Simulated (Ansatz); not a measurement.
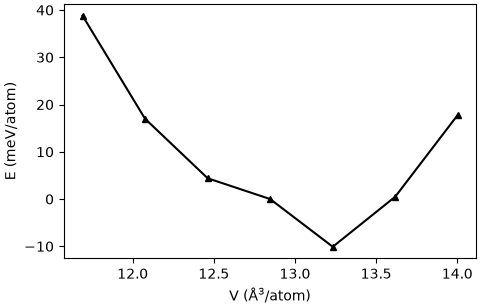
Fig. 1. Si₂Ni in space group Cmcm (No. 63; Si on 4c, Si on 4c, Ni on 4c) under volume change, plane-wave PAW PBE (Ansatz code), shape and atoms relaxed at each volume.

**Question.** What does a third-order Birch–Murnaghan fit give for V₀, B₀ and B′?

**Answer.** V₀ = 12.86 Å³/atom, B₀ = 108 GPa, B′ = 2.0.

A made-up cell: these elements were put on the sites of a structure type; neither database checked (COD, Materials Project) lists it. It is not the phase usual at ambient conditions (space group No. 225). The PBE relaxation kept the symmetry of its start; whether a distortion lowers the energy is not shown. The workflow began spin-polarised and lost its moments.

Potentials: the later of the program's two PAW sets.
